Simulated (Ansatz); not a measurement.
## Electronic structure of CH9N3Si (SMILES NCN[SiH2]N) in real space

Input file:

```
crystal:
  periodic: [false, false, false]
  atoms:
    - { symbol: "N", position_ang: [-0.1745, 0.9969, 2.0099] }
    - { symbol: C, position_ang: [0.3928, 0.8892, 0.7082] }
    - { symbol: "N", position_ang: [0.0008, -0.4361, 0.3241] }
    - { symbol: Si, position_ang: [0.4866, -1.1902, -1.1103] }
    - { symbol: "N", position_ang: [-0.8475, -0.6676, -2.0944] }
    - { symbol: H, position_ang: [0.139, 0.3125, 2.5892] }
    - { symbol: H, position_ang: [0.1203, 1.9153, 2.4222] }
    - { symbol: H, position_ang: [0.0407, 1.6631, 0.0128] }
    - { symbol: H, position_ang: [1.486, 1.0341, 0.8318] }
    - { symbol: H, position_ang: [-0.9432, -0.5616, 0.5915] }
    - { symbol: H, position_ang: [1.6852, -0.6925, -1.5991] }
    - { symbol: H, position_ang: [0.3143, -2.651, -0.9325] }
    - { symbol: H, position_ang: [-1.7751, -1.0023, -1.7391] }
    - { symbol: H, position_ang: [-0.9383, 0.361, -1.9855] }
basis:
  gaussian: { orbitals: "6-31G" }
hamiltonian:
  xc: r2scan
  dispersion: d4
relax:
  f_tol: 0.02
  max_steps: 40
scf:
  lower_state_search: "off"
output:
  orbitals: {}
```

Run with:

```sh
ansatz run input.yaml --threads 1 --pin off --max-ram 2048MiB --backend cpu --events-out ev --progress --plain --runs-dir out
```

The fields are those of the relaxed geometry.

Method: Ansatz, RKS r2SCAN-D4/6-31G.

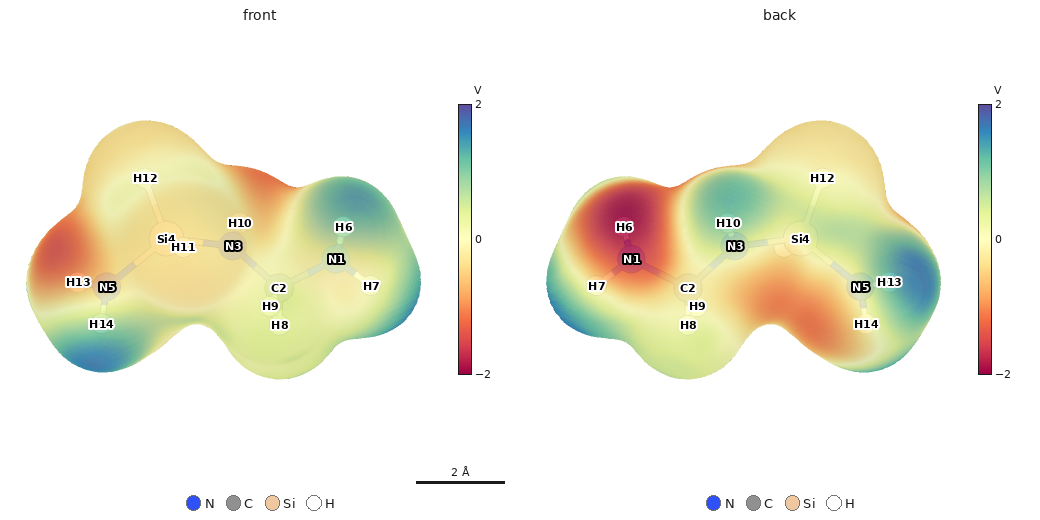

Figure 1. The electrostatic potential painted on the density surface at 0.002 e/bohr³, seen from the front and from behind; the colour scale runs from red (negative) to blue (positive).

Describe the electrostatic potential map.

The most negative region (about −1.9 V) lies over N1, the most positive (about +1.6 V) over H7, H13 and H14. N1 is the likeliest acceptor of a hydrogen bond.

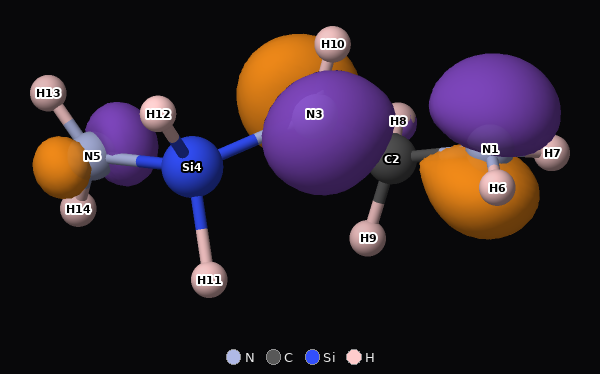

Figure 2. The HOMO−1 at ±0.15 Å⁻³ᐟ² (orange and purple are the two phases), seen from one side.

Where does this orbital lie, and at what energy?

By Hirshfeld shares it lies mainly on N3 (about 35 %), N1 (about 30 %), N5 (about 5 %) and C2 (about 5 %); largely a combination of lone pairs on N3, N1 and N5. Its energy is −5.39 eV.

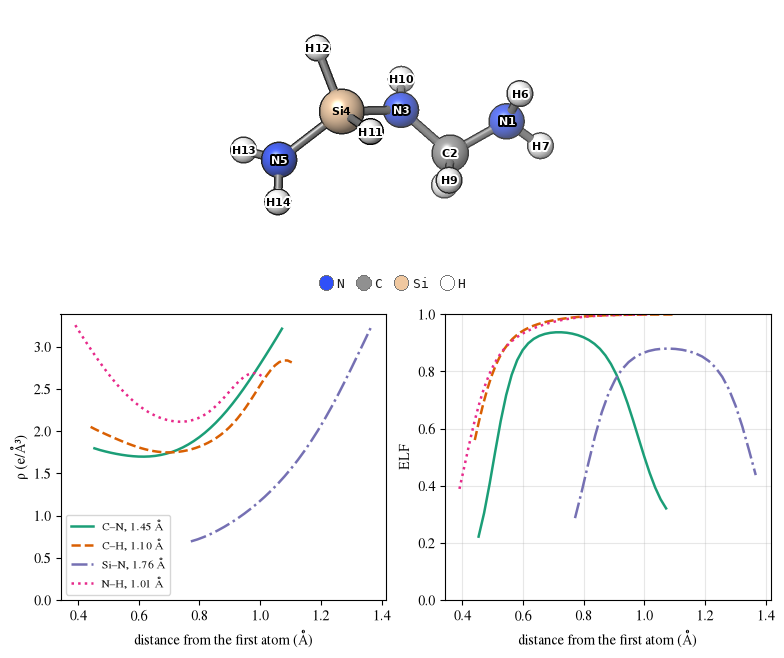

Figure 3. Electron density and ELF along straight lines between neighbouring atoms. The curves leave out the atomic cores. The structure is drawn too.

Compare the contacts.

C–N (1.45 Å): ρ is about 1.8 e/Å³ halfway; the ELF peaks at about 0.95 between the atoms, as expected for localised, covalent bonding.
C–H (1.10 Å): ρ is about 1.9 e/Å³ halfway; the ELF climbs to about 1 towards the hydrogen, as it does in any bond to H (an ordinary covalent bond to hydrogen).
Si–N (1.76 Å): the density is about 0.87 e/Å³ at the midpoint; the ELF peaks at about 0.90 between the atoms, as expected for a shared but strongly polarised pair.
N–H (1.01 Å): ρ is about 2.7 e/Å³ halfway; the ELF climbs to about 1 towards the hydrogen (an ordinary covalent bond to hydrogen).
